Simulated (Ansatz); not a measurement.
# CH7ClSi2 (SMILES [SiH3]C[SiH2]Cl): revPBE/def2-SVP

What is the electronic atomisation energy of CH7ClSi2 at revPBE/def2-SVP? 

Program for the calculation: Ansatz 0.2.0.

49 further runs of the same task are left out: 49 set aside as unsound or not needed.

## 1. The molecule

The species is CH7ClSi2 (11 atoms), meant as a singlet with charge 0. SMILES: `[SiH3]C[SiH2]Cl`. The coordinates come from a PBE0-D4/def2-TZVP relaxation. This is one conformer, not always the lowest.

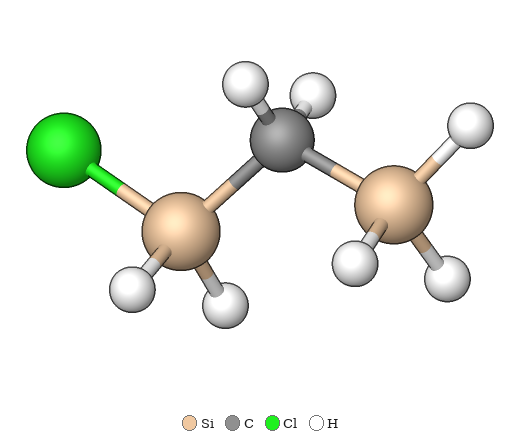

The structure, seen from a chosen angle (silicon light orange, carbon grey, chlorine green, hydrogen white).

## 2. A single-point energy at revPBE/def2-SVP

Contents of input.yaml:

```yaml
crystal:
  periodic: [false, false, false]
  atoms:
    - {symbol: Si, position_ang: [1.006300, 1.285600, -0.182900]}
    - {symbol: C, position_ang: [-0.570400, 0.282700, -0.356100]}
    - {symbol: Si, position_ang: [-0.499800, -1.397400, 0.429000]}
    - {symbol: Cl, position_ang: [-2.287500, -2.388300, 0.158700]}
    - {symbol: H, position_ang: [0.854300, 2.610700, -0.838800]}
    - {symbol: H, position_ang: [1.323900, 1.497600, 1.254200]}
    - {symbol: H, position_ang: [2.143300, 0.566700, -0.816300]}
    - {symbol: H, position_ang: [-1.397400, 0.844300, 0.091100]}
    - {symbol: H, position_ang: [-0.797200, 0.162700, -1.420800]}
    - {symbol: H, position_ang: [0.561500, -2.228800, -0.187700]}
    - {symbol: H, position_ang: [-0.271500, -1.292800, 1.890200]}
basis:
  gaussian:
    orbitals: def2-SVP
output: {orbitals: {seedname: orbitals}}
accuracy: high
hamiltonian:
  xc: {name: revPBE}
```

On the command line:

```console
$ ansatz run input.yaml --threads 1 --pin off --max-ram 2610MiB --events-out events.jsonl --progress --plain --runs-dir runs
```

The log of the run:

```text
Warning: RAYON_NUM_THREADS=1 ignored (pool sized by the plan → 1); use --threads N
Functional definition: revPBE
  name "revPBE"
  parameter kappa = 1.245
  parameter beta = 0.06672455060314922
  exchange = pbe_x(kappa = kappa, mu = beta*pi^2/3)
  correlation = pbe_c(beta = beta)
2292 factors; integrals over basis functions are off by at most 1.0e-8 eV
mean field evaluation 1: about -29408.0590 eV, gradient 5.1e1 eV
mean field evaluation 2: about -29397.9721 eV, gradient 7.4e1 eV
mean field evaluation 4: about -29414.6328 eV, gradient 2.8e0 eV
mean field evaluation 8: about -29414.6464 eV, gradient 4.1e-2 eV
mean field evaluation 16: about -29414.6464 eV, gradient 7.0e-6 eV
mean field -29414.64642662 eV, -1080.9683182149 hartree, gradient 5.5e-8 eV, S^2 0.000000; 0 other end points of the search recorded, 0 dependent functions left out
reference -29414.64643119 eV, -1080.9683183827 hartree; 29, 29 occupied and 74, 74 virtual orbitals, 2292 factors
Total energy: -29414.64643119 eV, -1080.9683183827 hartree
```

Run time: 8.4 s. Hardware: 1 thread of Arm Neoverse V2, shared host; peak memory 0.28 GiB.

## 3. The C atom, same level

Contents of run.yaml:

```yaml
crystal:
  periodic: [false, false, false]
  atoms:
    - {symbol: C, position_ang: [0.000000, 0.000000, 0.000000]}
basis:
  gaussian:
    orbitals: def2-SVP
magnetization:
  spin_polarized: true
  initial_magnetization: 2
hamiltonian:
  xc: {name: revPBE}
accuracy: high
```

Run the same way, it converges to -37.80104 Eh (log not shown).

## 4. The Cl atom, same level

Contents of run.yaml:

```yaml
crystal:
  periodic: [false, false, false]
  atoms:
    - symbol: Cl
      position_ang: [0.000000, 0.000000, 0.000000]
basis:
  gaussian:
    orbitals: def2-SVP
hamiltonian:
  xc: {name: revPBE}
magnetization:
  spin_polarized: true
  initial_magnetization: 1
accuracy: high
```

Run the same way, it converges to -459.90504 Eh (log not shown).

## 5. The H atom, same level

Contents of job.yaml:

```yaml
crystal:
  periodic: [false, false, false]
  atoms:
    - {symbol: H, position_ang: [0.000000, 0.000000, 0.000000]}
basis:
  gaussian: {orbitals: def2-SVP}
hamiltonian: {xc: {name: revPBE}}
magnetization: {spin_polarized: true, initial_magnetization: 1}
accuracy: high
```

Run the same way, it converges to -0.50319 Eh (log not shown).

## 6. The Si atom at the same level

Contents of in.yaml:

```yaml
basis:
  gaussian: {orbitals: def2-SVP}
crystal:
  periodic: [false, false, false]
  atoms:
    - {symbol: Si, position_ang: [0.000000, 0.000000, 0.000000]}
magnetization: {spin_polarized: true, initial_magnetization: 2}
hamiltonian: {xc: {name: revPBE}}
accuracy: high
```

Run the same way, it converges to -289.21696 Eh (log not shown).

## 7. Summary of results

At revPBE/def2-SVP:

| quantity | value |
| --- | --- |
| molecule: total energy | -1080.96832 Eh |
| molecule: HOMO energy | -7.19 eV |
| molecule: LUMO energy | -0.46 eV |
| molecule: HOMO–LUMO gap | 6.73 eV |
| C atom: total energy | -37.80104 Eh |
| C atom: ⟨S²⟩ | 2.002 |
| Cl atom: total energy | -459.90504 Eh |
| Cl atom: ⟨S²⟩ | 0.752 |
| H atom: total energy | -0.50319 Eh |
| H atom: ⟨S²⟩ | 0.750 |
| Si atom: total energy | -289.21696 Eh |
| Si atom: ⟨S²⟩ | 2.003 |
| electronic atomisation energy | 35.537 eV |

**Reading.** Taking the molecule apart into free atoms costs 35.54 eV (820 kcal/mol), before zero-point energy and without spin-orbit coupling.
